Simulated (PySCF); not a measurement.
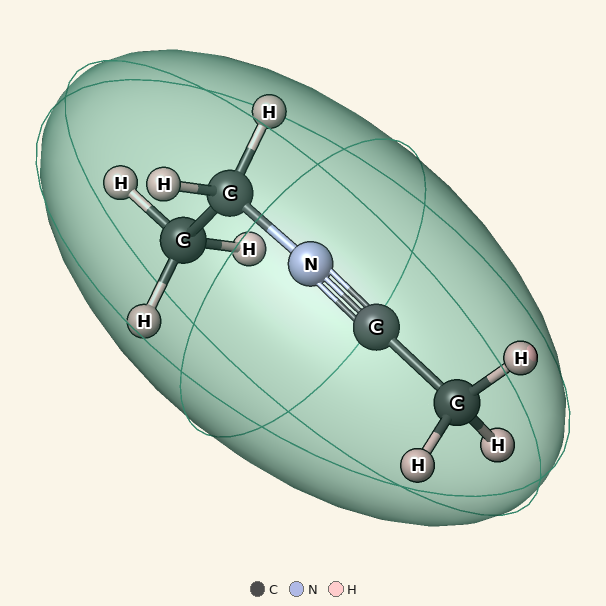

The ellipsoid shows the static dipole polarisability: its half-axes are proportional to the principal values. The species has charge +1 and is a spin singlet. Computed geometry: GFN2-xTB optimisation. No frequency run is at hand to confirm it as a minimum. Computed with PBE0/def2-SVPD (PySCF 2.14.0).

### Give the principal values, the mean and the anisotropy.

Principal values 38.7, 41.7, 76.1 bohr³; mean 52.2 bohr³ (7.73 Å³); anisotropy 36.0 bohr³, so the longest axis is 1.97 times the shortest.
